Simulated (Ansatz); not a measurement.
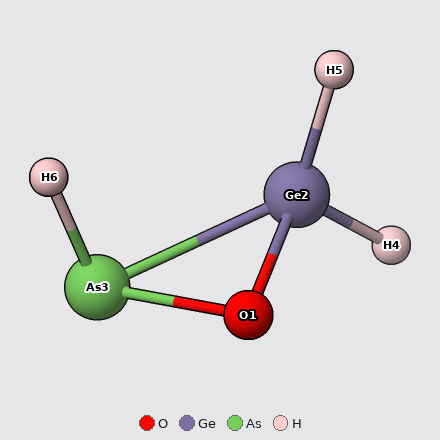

The system is AsGeH₃O, SMILES [O]1[GeH2][AsH]1; the picture shows the reference structure. First axis: bond length Ge2–H4. Second axis: angle H4–Ge2–As3. Nothing is relaxed (all other coordinates rigid). The scan uses a 9 × 9 grid. Energies: eV, counted from the relaxed molecule at the same level. All numbers below come from RKS PBE0-D4/def2-TZVP (Ansatz 0.2.0).

Its coordinates:

```yaml
atoms:
  - { symbol: O, position_ang: [0.5755, -1.1896, 0.2276] }
  - { symbol: Ge, position_ang: [-0.3128, 0.0909, -0.6984] }
  - { symbol: As, position_ang: [-0.2842, -0.2739, 1.6038] }
  - { symbol: H, position_ang: [-1.4255, -0.4831, -1.5785] }
  - { symbol: H, position_ang: [0.6338, 1.0750, -1.3901] }
  - { symbol: H, position_ang: [0.8132, 0.7806, 1.8356] }
```

Range: bond length Ge2–H4 from 1.286 to 1.990 Å; angle H4–Ge2–As3 from 76.2 to 166.2°.

> Predict the map.

The lowest grid point is at bond length Ge2–H4 = 1.550 Å, angle H4–Ge2–As3 = 121.2°, 0.0032 eV from the relaxed molecule at the same level. It is the only kind of minimum in the scanned range. The highest grid point, bond length Ge2–H4 = 1.286 Å, angle H4–Ge2–As3 = 166.2°, lies 2.16 eV above the lowest. Round the minimum the two coordinates are nearly uncoupled.

| angle H4–Ge2–As3 ↓, bond length Ge2–H4 → | 1.286 | 1.374 | 1.462 | 1.550 | 1.638 | 1.726 | 1.814 | 1.902 | 1.990 |
| --- | --- | --- | --- | --- | --- | --- | --- | --- | --- |
| 166.2 | 2.16 | 1.66 | 1.41 | 1.33 | 1.38 | 1.50 | 1.66 | 1.85 | 2.05 |
| 155.0 | 1.55 | 1.05 | 0.80 | 0.73 | 0.79 | 0.92 | 1.10 | 1.32 | 1.55 |
| 143.7 | 1.11 | 0.61 | 0.37 | 0.32 | 0.38 | 0.53 | 0.73 | 0.96 | 1.21 |
| 132.5 | 0.85 | 0.36 | 0.13 | 0.08 | 0.16 | 0.32 | 0.53 | 0.77 | 1.03 |
| 121.2 | 0.76 | 0.27 | 0.05 | 0.00 | 0.09 | 0.25 | 0.47 | 0.71 | 0.98 |
| 110.0 | 0.82 | 0.34 | 0.12 | 0.08 | 0.17 | 0.33 | 0.55 | 0.80 | 1.07 |
| 98.7 | 1.05 | 0.57 | 0.35 | 0.31 | 0.40 | 0.56 | 0.78 | 1.02 | 1.28 |
| 87.5 | 1.43 | 0.95 | 0.73 | 0.70 | 0.78 | 0.94 | 1.15 | 1.38 | 1.63 |
| 76.2 | 1.97 | 1.50 | 1.29 | 1.25 | 1.33 | 1.49 | 1.69 | 1.91 | 2.14 |

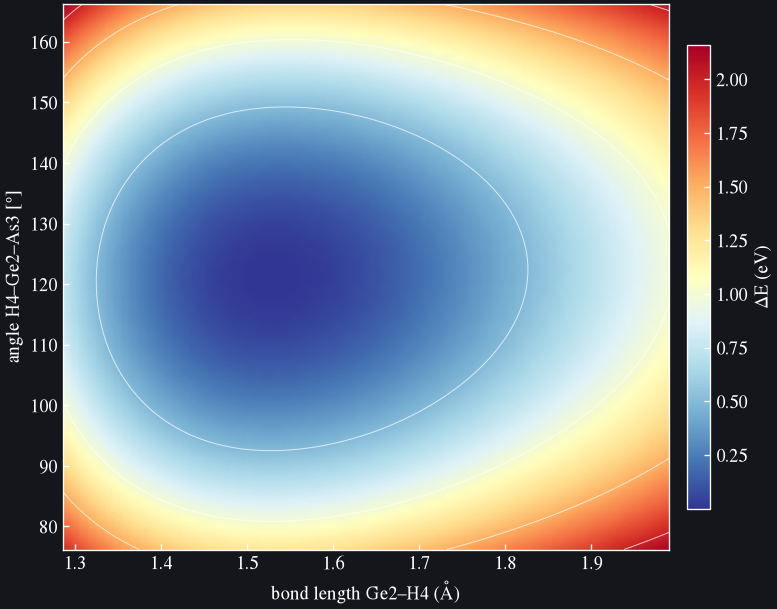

The picture shows a smooth colour map with a few white contour lines. Between grid points the surface is interpolated.

The whole map (81 points run) took 10 min on 1 thread of Arm Neoverse V1, with other jobs on the host.
